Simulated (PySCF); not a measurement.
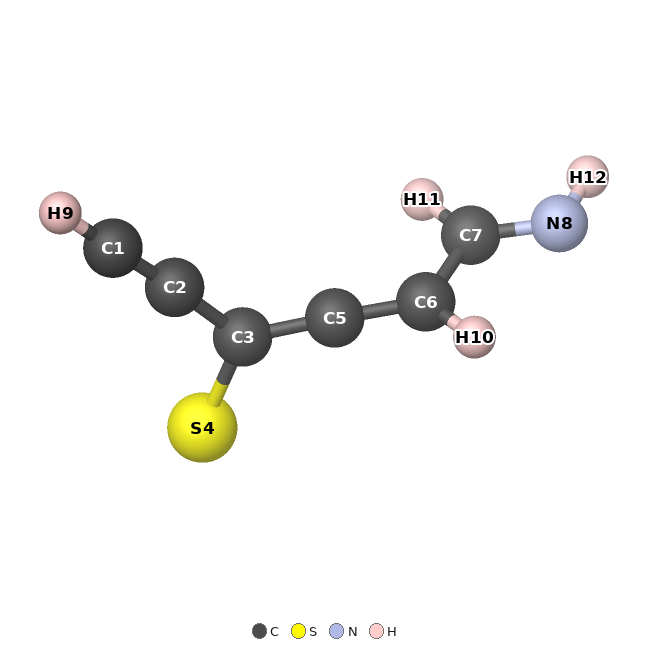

State: neutral, doublet. The geometry was computed by an optimisation with GFN2-xTB. No frequency run is at hand to confirm it as a minimum. Method: UKS B3LYP, pcH-1 on C H N S, non-relativistic (PySCF 2.14.0). The run warned: orbitally degenerate or nearly so: second-order g, spin-orbit hyperfine and D do not apply. Fermi-contact and spin-dipolar terms alone, no spin-orbit part.

Question. Which nucleus has the largest dipolar (anisotropic) hyperfine coupling?

Answer. 33S at S4: principal values −70.9, −69.4, 140.3 MHz.

List the isotropic and dipolar parts for the most strongly coupled nuclei, one of each equivalent set.

```tsv
atom	isotope	a_iso (MHz)	dipolar part (MHz)
S4	33S	13.3	−70.9, −69.4, 140.3
C5	13C	30.0	−34.1, −24.2, 58.3
C3	13C	−31.4	−10.3, 3.7, 6.5
C6	13C	−22.4	−7.0, 2.5, 4.5
C1	13C	−3.5	−5.1, 1.2, 3.9
H10	1H	69.0	−2.4, −1.7, 4.2
C7	13C	38.2	−3.0, −0.9, 3.9
H11	1H	−0.3	−2.4, −0.8, 3.1
```
